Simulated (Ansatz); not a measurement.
**[SiH3]+ (SMILES [SiH3+]): LC-wPBE-D4/6-31G (sfX2C, accuracy low, damping of pbe0)**

What is the vertical electron affinity of [SiH3]+ at LC-wPBE-D4/6-31G (sfX2C, accuracy low, damping of pbe0)? 

Program for the calculation: Ansatz 0.2.0.

7 further runs of the same task are left out: 7 set aside as unsound or not needed.

## Step 1: Starting point

[SiH3]+: 4 atoms, total charge +1, spin state singlet. SMILES: `[SiH3+]`. The shape is that of a PBE0-D4/def2-TZVP optimisation.

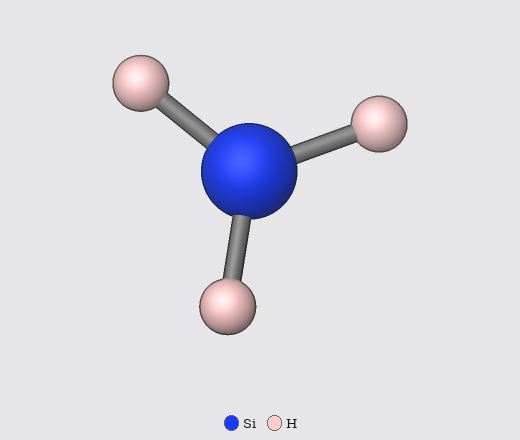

The structure, seen from a chosen angle (silicon blue, hydrogen pink).

## Step 2: Energy and forces at LC-wPBE-D4/6-31G (sfX2C, accuracy low, damping of pbe0)

File in.yaml:

```yaml
crystal:
  periodic: [false, false, false]
  atoms:
    - {symbol: Si, position_ang: [-0.000000, -0.000000, 0.000000]}
    - {symbol: H, position_ang: [0.686900, 0.675400, 1.113000]}
    - {symbol: H, position_ang: [-0.118400, -1.467200, -0.009900]}
    - {symbol: H, position_ang: [-0.568500, 0.791700, -1.103100]}
basis:
  gaussian: {orbitals: 6-31G}
total_charge: 1
hamiltonian: {xc: {name: LC-wPBE}, dispersion: {method: d4, functional: pbe0}, pseudopotentials: {relativity: scalar}}
accuracy: low
output: {forces: true}
```

Started as:

```sh
ansatz run in.yaml --threads 1 --pin off --max-ram 2610MiB --events-out events.jsonl --progress --plain --runs-dir runs
```

Standard output:

```text
Warning: RAYON_NUM_THREADS=1 ignored (pool sized by the plan → 1); use --threads N
Functional definition: LC-wPBE
  name "LC-wPBE"
  parameter omega = 0.4/bohr
  exchange = pbe_x_sr(omega) + exact_x_lr(omega)
  correlation = pbe_c
239 factors; integrals over basis functions are off by at most 2.0e-4 eV
126 factors; integrals over basis functions are off by at most 1.2e-5 eV
mean field evaluation 1: about -7927.2910 eV, gradient 4.6e0 eV
mean field evaluation 2: about -7927.3860 eV, gradient 8.5e-1 eV
mean field evaluation 4: about -7927.3777 eV, gradient 1.4e-1 eV
mean field evaluation 8: about -7927.3778 eV, gradient 5.0e-4 eV
mean field -7927.37782727 eV, -291.3257617826 hartree, gradient 9.3e-6 eV, S^2 0.000000; 0 other end points of the search recorded, 0 dependent functions left out
the calculation of the forces begins
reference -7927.37782728 eV, -291.3257617827 hartree; 8, 8 occupied and 11, 11 virtual orbitals, 239 factors
Total energy: -7927.39234587 eV, -291.3262953312 hartree
Relativity: scalar
Atom 0 at    -0.000000    -0.000000     0.000000 Å, force    -0.000127    -0.000255    -0.000188 eV/Å
Atom 1 at     0.686900     0.675400     1.113000 Å, force     0.079851     0.078707     0.129358 eV/Å
Atom 2 at    -0.118400    -1.467200    -0.009900 Å, force    -0.013778    -0.170468    -0.001187 eV/Å
Atom 3 at    -0.568500     0.791700    -1.103100 Å, force    -0.065946     0.092016    -0.127983 eV/Å
Dipole moment:     0.000000     0.000020    -0.000003 e Å
```

It took 0.44 s on 1 thread of Arm Neoverse V2, shared host.

## Step 3: Doublet neutral SiH3, same level

Edit in.yaml of step 2 so:

```diff
@@ -9,3 +9,3 @@
   gaussian: {orbitals: 6-31G}
-total_charge: 1
+magnetization: {spin_polarized: true, initial_magnetization: 1}
 hamiltonian: {xc: {name: LC-wPBE}, dispersion: {method: d4, functional: pbe0}, pseudopotentials: {relativity: scalar}}
```

Started as:

```sh
ansatz run in.yaml --threads 1 --pin off --max-ram 2610MiB --events-out events.jsonl --progress --plain --runs-dir runs
```

Standard output, shortened:

```text
Warning: RAYON_NUM_THREADS=1 ignored (pool sized by the plan → 1); use --threads N
[... 2 set-up lines as earlier in the session ...]
[...]
239 factors; integrals over basis functions are off by at most 2.0e-4 eV
126 factors; integrals over basis functions are off by at most 1.2e-5 eV
[...]
mean field -7935.54553444 eV, -291.6259194848 hartree, gradient 4.6e-5 eV, S^2 0.756797; 0 other end points of the search recorded, 0 dependent functions left out
[...]
reference -7935.54553445 eV, -291.6259194851 hartree; 9, 8 occupied and 10, 11 virtual orbitals, 239 factors
Total energy: -7935.57338301 eV, -291.6269429010 hartree
Relativity: scalar
Atom 0 at    -0.000000    -0.000000     0.000000 Å, force    -0.000136    -0.000239    -0.000206 eV/Å
Atom 1 at     0.686900     0.675400     1.113000 Å, force     0.096164     0.094743     0.155791 eV/Å
Atom 2 at    -0.118400    -1.467200    -0.009900 Å, force    -0.016585    -0.205327    -0.001412 eV/Å
Atom 3 at    -0.568500     0.791700    -1.103100 Å, force    -0.079443     0.110823    -0.154174 eV/Å
Dipole moment:     0.000001     0.000024    -0.000001 e Å
```

Run time: 0.66 s. Hardware: 1 thread of Arm Neoverse V2, shared host.

## Step 4: Summary of results

At LC-wPBE-D4/6-31G (sfX2C, accuracy low, damping of pbe0):

| quantity | value |
| --- | --- |
| singlet [SiH3]+: total energy | -291.32630 Eh |
| singlet [SiH3]+: dispersion energy | -1.40 kJ/mol |
| singlet [SiH3]+: largest force on an atom | 0.171 eV/Å |
| doublet neutral SiH3: total energy | -291.62694 Eh |
| doublet neutral SiH3: dipole moment | 0.00 D |
| doublet neutral SiH3: dispersion energy | -2.69 kJ/mol |
| doublet neutral SiH3: ⟨S²⟩ | 0.757 |
| doublet neutral SiH3: largest force on an atom | 0.206 eV/Å |
| vertical electron affinity (to the doublet neutral) | 8.181 eV |

In words: At fixed nuclei the extra electron is bound by 8.18 eV (789 kJ/mol). Mulliken charges (singlet [SiH3]+) run from +0.03 on H3 to +0.92 on Si1; they depend strongly on the basis. The accuracy setting (singlet [SiH3]+) is loose, so the last digits carry no meaning. The accuracy setting (doublet neutral SiH3) is loose, so the last digits carry no meaning.
